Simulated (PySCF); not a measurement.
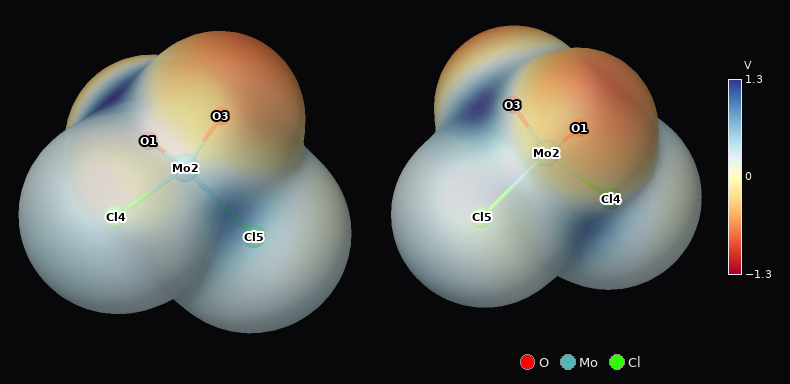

*Cl2MoO2, SMILES `O=[Mo](=O)(Cl)Cl`. Electrostatic potential on the surface of electron density 0.001 a.u. (back view left, front view right).*

Level of theory: PBE/def2-TZVP (PySCF), at a geometry from GFN2-xTB. Core potentials replace the inner electrons of Mo; spin–orbit coupling isn't included. This is a single-reference result, which may miss multireference character in this system. No frequency check shows the geometry to be a minimum. GFN2-xTB bond lengths at metals and heavier atoms can be off by up to 0.1 Å and shapes distorted, which carries into these values.

Input

```python
import numpy as np
from pyscf import gto, scf, dft
from pyscf.scf import atom_ks, atom_hf
from scipy.linalg import block_diag

def solve(mol, dm0=None, hcore=None):
    mf = (dft.UKS if mol.spin else dft.RKS)(mol, xc='pbe')
    mf.grids.level = 3
    mf = mf.density_fit(auxbasis='def2-universal-jkfit')
    mf.conv_tol, mf.max_cycle = 1e-8, 80
    if hcore is not None:
        mf.get_hcore = lambda *args: hcore
    mf.kernel(dm0)
    if not mf.converged:
        mf = mf.newton().run(mf.mo_coeff, mf.mo_occ, max_cycle=30)
    assert mf.converged, 'SCF not converged'
    return mf

mol = gto.M(atom='''
O     -0.00037     1.17239    -1.39482
Mo     0.00000     0.31947     0.00000
O      0.00037     1.17239     1.39481
Cl    -1.73261    -0.94635     0.00014
Cl     1.73261    -0.94635    -0.00014
''', basis='def2-tzvp', ecp={'Mo': 'def2-tzvp'}, charge=0, spin=0, verbose=4)
mf = solve(mol)
mf.analyze()
# spherically averaged free atoms, for the promolecule
atom_ks.AtomSphAverageRKS.init_guess_by_vsap = lambda self, mol=None: self.init_guess_by_minao(mol)  # core potentials
atm = atom_ks.get_atm_nrks(mol, xc='pbe')
pro = block_diag(*[(atm[a[0]][2] * atm[a[0]][3]) @ atm[a[0]][2].T for a in mol._atom])
np.savez('result.npz', e=mf.e_tot, c=mf.mo_coeff, occ=mf.mo_occ, eps=mf.mo_energy, pro=pro, dip=mf.dip_moment(verbose=0), s2=mf.spin_square()[0])
```

Launched as:

```sh
OMP_NUM_THREADS=1 python input.py
```

The run took 31 s on 1 thread of Arm Neoverse V1, on a shared host, peak memory 0.58 GiB.

Partitions, critical points and surface values were worked out afterwards from this run's density.

> Where are the extremes of the potential on the surface?

Highest: 1.22 V, off the O1–Mo2 bond (2.2 Å from its atoms), and at like points elsewhere. Further maxima include 1.07 V, off the Mo2–O3 bond (2.3 Å from its atoms), and at like points elsewhere; 0.45 V, 2.0 Å from Cl5. Lowest: −0.72 V, 1.8 Å from O1, and at like points elsewhere. Further minima include 0.13 V, 2.1 Å from Cl4, and at like points elsewhere. The surface is sampled at points, so like sites can differ by a few per cent and only the strongest of them is named.

> Does Cl5 carry a σ-hole?

Yes: a local maximum of +0.45 V lies on the extension of the Mo2–Cl5 bond.

> What volume does the surface enclose, and what is the dipole moment?

About 119 Å³; the dipole moment is 1.2 D.
